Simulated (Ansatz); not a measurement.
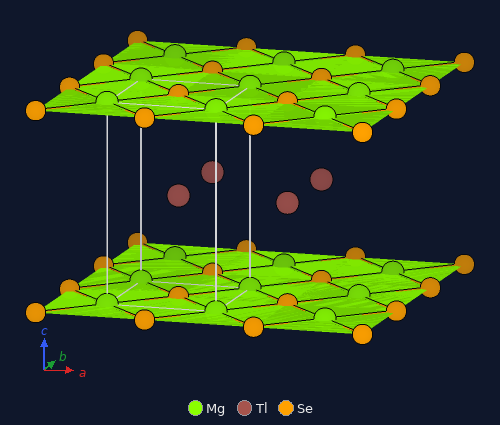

Polyhedra are drawn about Mg (bonds: Mg–Se below 2.9 Å); other atoms are plain spheres.

System MgTlSe (space group P4/mmm, No. 123); source of the atomic positions: coordinates from a relaxation with DFT PBE, scalar-relativistic, plane waves, PAW (Ansatz); the starting structure was generated, so it need not be a known form of this composition.

Q: What figure surrounds each Mg atom, and what does it share with the other drawn polyhedra?

A: Mg: MgSe4 square, sharing corners with four neighbours and edges with four neighbours.

Q: How do these polyhedra hang together as a whole?

A: They form layers of corner- and edge-sharing squares parallel to (001). Their corner atoms also have Tl as close neighbours (those links are not drawn).

Q: How far apart are the centres of linked polyhedra?

A: Centre to centre across a shared corner: 5.23 Å; across a shared edge: 3.70 Å.
